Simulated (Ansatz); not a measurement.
```
atom    x (Å)    y (Å)    z (Å)
   C  -0.9080   0.5631   0.1226
   C  -0.2860  -0.8098  -0.1099
  Br  -3.5749  -1.5712   0.0537
  Ge  -1.3948  -2.4854  -0.2404
   H  -1.6178   0.8222  -0.6778
   H  -0.1405   1.3544   0.1636
   H  -1.4737   0.5923   1.0664
   H   0.3086  -0.8331  -1.0470
   H   0.4511  -1.0615   0.6810
```

Geometry: B3LYP-D3(BJ)/def2-SVP.

The calculation used Ansatz 0.2.0, isolated molecule in a Gaussian basis; Kohn-Sham density functional theory, functional PBE0.

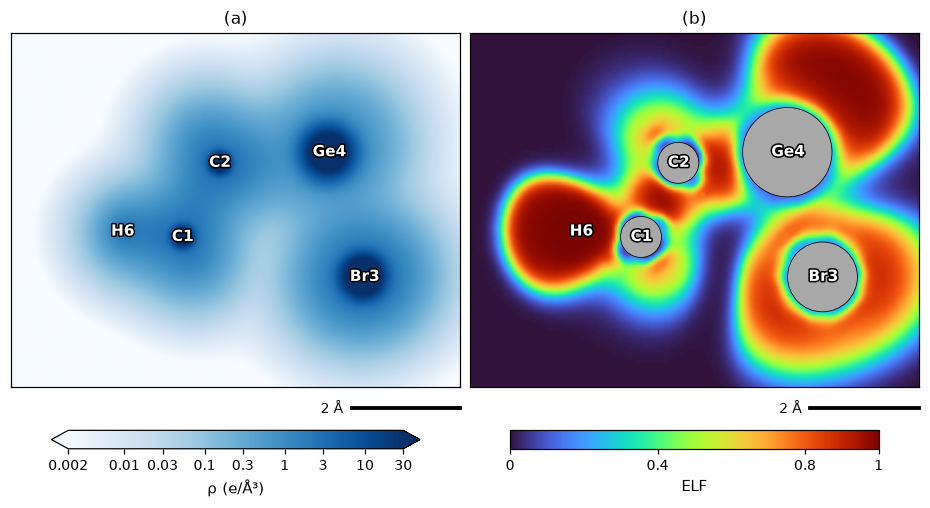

C2H5BrGe (SMILES C[CH2][Ge][Br]). (a) total electron density; (b) ELF on the plane of atoms C1, C2 and Ge4. Grey discs cover the atomic cores in the ELF map.

**Interpret the plot.**

The section cuts through C, Br, Ge and H sites. C–C (1.53 Å): ρ at the midpoint is about 1.6 e/Å³; the ELF peaks at about 0.95 between the atoms; a covalent bond. C–Ge (2.01 Å): ρ is about 0.81 e/Å³ halfway; the ELF peaks at about 0.90 in the valence shell of C, 0.8 Å from its nucleus, and is about 0.70 at the midpoint. Ge–Br (2.38 Å): ρ is about 0.6 e/Å³ halfway, with its minimum of 0.54 e/Å³ about 1.0 Å from Ge; the ELF peaks at about 0.75 in the valence shell of Br, 1.0 Å from its nucleus, and is about 0.70 at the midpoint. C–H (1.10 Å): the density is about 1.9 e/Å³ at the midpoint; the ELF climbs to about 1 towards the hydrogen, as it does in any bond to H (an ordinary covalent bond to hydrogen). The ELF also peaks beside Br3, away from the bonds: lone-pair regions.
